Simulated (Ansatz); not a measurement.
# quartet PO: levels of theory compared

We compute a comparison of 6 runs (UB2PLYP/STO-3G, UB3LYP/STO-3G, UPBE/STO-3G, UPBE0/STO-3G, RPA@PBE/STO-3G, UCCSD/STO-3G) of quartet PO. 

The calculation is run with Ansatz 0.2.0.

36 further runs of the same task are left out: 5 that didn't finish, 31 set aside as unsound or not needed.

## (1) The structure to begin with

PO has 2 atoms, charge 0, and is taken as a quartet. SMILES of the parent species: `O=[P]`. The shape is that of a PBE0-D4/def2-TZVP optimisation. That shape belongs to the parent species and isn't relaxed for this state.

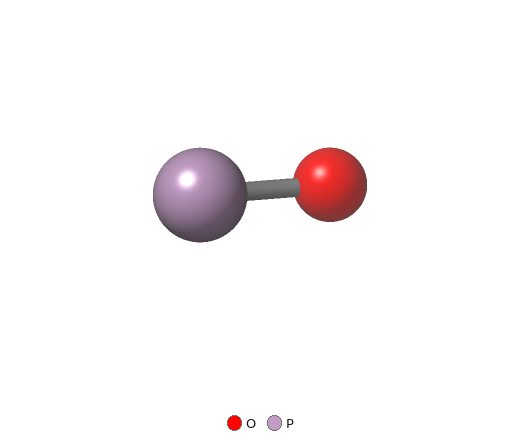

Viewed from a chosen angle; oxygen red, phosphorus pink.

## (2) The energy at UB2PLYP/STO-3G (run 1)

in.yaml

```yaml
crystal:
  periodic: [false, false, false]
  atoms:
    - {symbol: O, position_ang: [0.000000, -0.000000, -0.009450]}
    - {symbol: P, position_ang: [-0.000000, 0.000000, 1.464540]}
basis:
  gaussian: {orbitals: STO-3G}
magnetization: {spin_polarized: true, initial_magnetization: 3}
hamiltonian: {xc: {name: B2PLYP}}
correlation: {frozen_orbitals: {O: 1, P: 5}}
accuracy: high
```

On the command line:

```console
$ ansatz run in.yaml --threads 1 --pin off --max-ram 3480MiB --events-out events.jsonl --progress --plain --runs-dir runs
```

What it wrote:

```text
Warning: RAYON_NUM_THREADS=1 ignored (pool sized by the plan → 1); use --threads N
Functional definition: B2PLYP
  name "B2PLYP"
  parameter a = 0.53
  parameter c = 0.27
  exchange = (1 - a)*b88_x + a*exact_x
  correlation = (1 - c)*lyp_c + c*(mp2_os + mp2_ss)
224 factors; integrals over basis functions are off by at most 1.2e-8 eV
mean field evaluation 1: about -11187.7178 eV, gradient 7.3e0 eV
mean field evaluation 2: about -11187.7451 eV, gradient 7.3e0 eV
mean field evaluation 4: about -11188.2446 eV, gradient 8.7e-1 eV
mean field evaluation 8: about -11188.2786 eV, gradient 3.0e-2 eV
mean field evaluation 16: about -11188.2786 eV, gradient 7.9e-7 eV
mean field evaluation 32: about -11189.1562 eV, gradient 2.0e-8 eV
mean field -11189.15617487 eV, -411.1939051441 hartree, gradient 1.0e-8 eV, S^2 3.754079; 5 other end points of the search recorded, 0 dependent functions left out
6 core orbitals not correlated: weight in the atoms' cores, before any rotation towards them, 1.000 or more for the frozen orbitals, at most 0.000 for the correlated occupied ones
reference -11189.15618609 eV, -411.1939055565 hartree; 7, 4 occupied and 1, 4 virtual orbitals, 224 factors
second order -0.82638712 eV of doubles, -0.00000000 eV of singles
Total energy: -11189.37931062 eV, -411.2021052315 hartree
```

Run time: 1.6 s. Hardware: 1 thread of Intel Xeon Platinum 8488C (Sapphire Rapids), shared host; peak memory 0.12 GiB.

## (3) A single-point energy at UB3LYP/STO-3G (run 2)

molecule.yaml

```yaml
crystal:
  periodic: [false, false, false]
  atoms:
    - {symbol: O, position_ang: [0.000000, -0.000000, -0.009450]}
    - {symbol: P, position_ang: [-0.000000, 0.000000, 1.464540]}
basis:
  gaussian:
    orbitals: STO-3G
magnetization:
  spin_polarized: true
  initial_magnetization: 3
hamiltonian:
  xc: {name: B3LYP}
accuracy: high
```

On the command line:

```console
$ ansatz run molecule.yaml --threads 1 --pin off --max-ram 3480MiB --events-out events.jsonl --progress --plain --runs-dir runs
```

What it wrote:

```text
Warning: RAYON_NUM_THREADS=1 ignored (pool sized by the plan → 1); use --threads N
Functional definition: B3LYP
  name "B3LYP"
  parameter a0 = 0.2
  parameter ax = 0.72
  parameter ac = 0.81
  exchange = (1 - a0 - ax)*slater_x + ax*b88_x + a0*exact_x
  correlation = (1 - ac)*vwn_rpa_c + ac*lyp_c
224 factors; integrals over basis functions are off by at most 1.2e-8 eV
mean field evaluation 1: about -11194.4343 eV, gradient 9.2e0 eV
mean field evaluation 2: about -11191.1957 eV, gradient 2.4e1 eV
mean field evaluation 4: about -11195.1177 eV, gradient 1.1e-1 eV
mean field evaluation 8: about -11195.1275 eV, gradient 9.9e-4 eV
mean field evaluation 16: about -11195.1275 eV, gradient 7.1e-9 eV
mean field evaluation 32: about -11195.2951 eV, gradient 8.9e-1 eV
mean field -11195.43932585 eV, -411.4248066835 hartree, gradient 1.6e-9 eV, S^2 3.752034; 4 other end points of the search recorded, 0 dependent functions left out
reference -11195.43934327 eV, -411.4248073239 hartree; 13, 10 occupied and 1, 4 virtual orbitals, 224 factors
Total energy: -11195.43934327 eV, -411.4248073239 hartree
```

Wall time 1.2 s (1 thread of Intel Xeon Platinum 8488C (Sapphire Rapids), shared host); peak memory 0.12 GiB.

Runs 3 to 5 aren't shown in full; the table further down has their settings and results.

## (4) The energy at UCCSD/STO-3G (run 6)

input.yaml

```yaml
crystal:
  periodic: [false, false, false]
  atoms:
    - {symbol: O, position_ang: [0.000000, -0.000000, -0.009450]}
    - {symbol: P, position_ang: [-0.000000, 0.000000, 1.464540]}
basis:
  gaussian:
    orbitals: STO-3G
magnetization:
  spin_polarized: true
  initial_magnetization: 3
correlation:
  method: ccsd
  frozen_orbitals: {O: 1, P: 5}
accuracy: high
scf:
  omitted_lower_state_checks: [cluster_reference, increment]
```

On the command line:

```console
$ ansatz run input.yaml --threads 1 --pin off --max-ram 3480MiB --events-out events.jsonl --progress --plain --runs-dir runs
```

What it wrote:

```text
Warning: RAYON_NUM_THREADS=1 ignored (pool sized by the plan → 1); use --threads N
[... 14 lines left out ...]
6 core orbitals not correlated: weight in the atoms' cores, before any rotation towards them, 1.000 or more for the frozen orbitals, at most 0.000 for the correlated occupied ones
[... 22 lines left out ...]
Total energy: -11174.22288860 eV, -410.6451169959 hartree
Checks for a lower state left out: cluster_reference, increment
```

Run time: 0.24 s. Hardware: 1 thread of Intel Xeon Platinum 8488C (Sapphire Rapids), shared host.

## (5) All runs side by side

| run | level | frozen core orbitals | energy (Eh) | ⟨S²⟩ | wall time |
| --- | --- | --- | --- | --- | --- |
| 1 | UB2PLYP/STO-3G | 6 | -411.202105 | 3.754 | 1.6 s |
| 2 | UB3LYP/STO-3G | – | -411.424807 | 3.752 | 1.2 s |
| 3 | UPBE/STO-3G | – | -411.172355 | 3.750 | 2 s |
| 4 | UPBE0/STO-3G | – | -411.243893 | 3.753 | 1.2 s |
| 5 | RPA@PBE/STO-3G | 6 | -410.691985 | 3.750 | 3.3 s |
| 6 | UCCSD/STO-3G | 6 | -410.645117 | 3.759 | 0.24 s |

## (6) What came out

| quantity | value |
| --- | --- |
| run 6: total energy | -410.64512 Eh |
| run 6: correlation energy (6 core orbitals frozen) | -29.1 mEh |
| run 6: ⟨S²⟩ of the reference determinant | 3.759 |
| run 6: T1 diagnostic | 0.013 |

**Reading.** Totals of different functionals can't be ranked against each other. In runs 1, 2, 3, 4, 5, 6 the basis is minimal, so the values are rough. All runs together took 9.6 s, the longest 3.3 s.
